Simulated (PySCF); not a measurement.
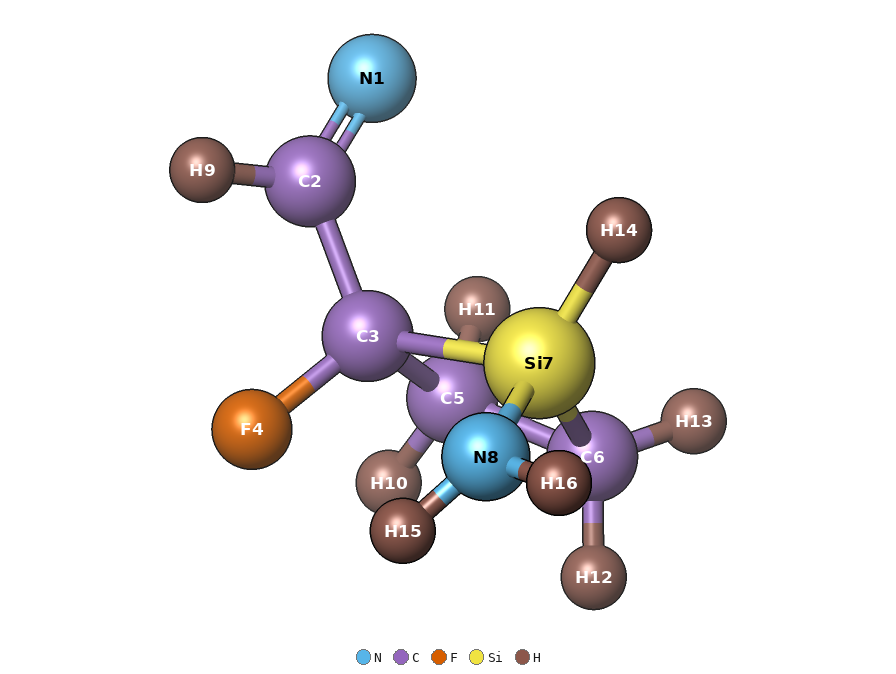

State: neutral, doublet. Computed geometry: GFN2-xTB optimisation. No frequency run is at hand to confirm it as a minimum. Computed with UKS B3LYP, pcH-1 on C F H N Si, non-relativistic (PySCF 2.14.0). Fermi-contact and spin-dipolar terms alone, no spin-orbit part.

Question: Which nucleus has the largest dipolar (anisotropic) hyperfine coupling?

Answer: 14N at N1: principal values −44.9, −35.1, 80.0 MHz.

List the isotropic and dipolar parts for the most strongly coupled nuclei, one of each equivalent set.

```csv
atom,isotope,a_iso (MHz),dipolar part (MHz)
N1,14N,21.8,"−44.9, −35.1, 80.0"
F4,19F,−1.2,"−26.0, −12.8, 38.8"
C3,13C,93.1,"−11.5, −11.1, 22.6"
C2,13C,−68.3,"−16.4, −0.5, 16.9"
H11,1H,−1.0,"−5.2, −3.7, 8.9"
H9,1H,266.5,"−5.6, −2.9, 8.5"
H14,1H,−0.3,"−1.8, −1.6, 3.4"
H10,1H,0.0,"−1.7, −1.2, 3.0"
```

The geometry is semi-empirical. Around Si such bond lengths and angles can be off by a tenth of an ångström or more and by several degrees, and values that hang on the shape move with them.
